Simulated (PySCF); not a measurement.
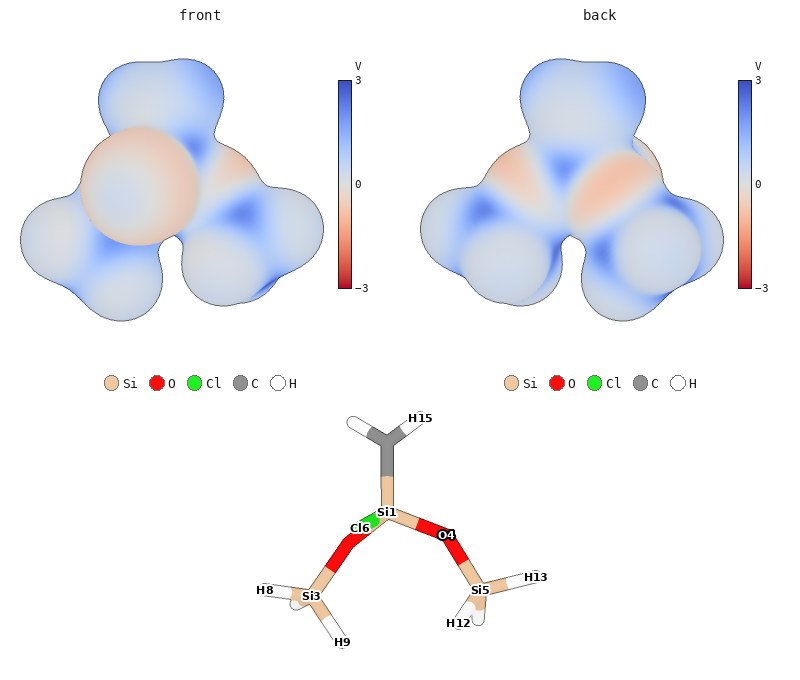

Figure 1: CH$_{8}$ClO$_{2}$Si$_{3}$ (SMILES [CH2][Si](Cl)(O[SiH3])O[SiH3]) (doublet). The molecular electrostatic potential painted on the density surface at 0.004 e/bohr³, seen from the front and from behind; the colour scale runs from red (negative) to blue (positive). The bare structure is drawn below in the same view.

Geometry: PBE0-D3(BJ)/def2-SVP.

All numbers below come from UKS B3LYP, IGLO-III on C Cl O Si, pcH-1 on H, non-relativistic, mean-field spin-orbit, GIAO in PySCF.

```xyz
15

Si    0.2049   -0.9056    0.3992
O    -1.2521   -0.1501    0.4454
Si   -2.3836    0.5016   -0.5922
O     1.4342    0.1778    0.3499
Si    2.0051    1.4751   -0.5278
Cl    0.2576   -1.9715   -1.3836
C     0.4055   -2.0223    1.8256
H    -3.1022   -0.5820   -1.3215
H    -1.7124    1.4052   -1.5745
H    -3.3477    1.2841    0.2286
H     1.2935    2.7167   -0.1046
H     1.7776    1.2470   -1.9848
H     3.4616    1.6124   -0.2523
H    -0.4476   -2.5246    2.2914
H     1.3931   -2.2917    2.2122
```

### Where is the surface potential most negative and most positive?

The most negative region (about −0.7 V) lies over O2 and O4, the most positive (about +2.4 V) over Si3 and Si5. Cl6 shows a σ-hole: about +0.3 V at the tip opposite its bond, against about −0.4 V on its flanks.
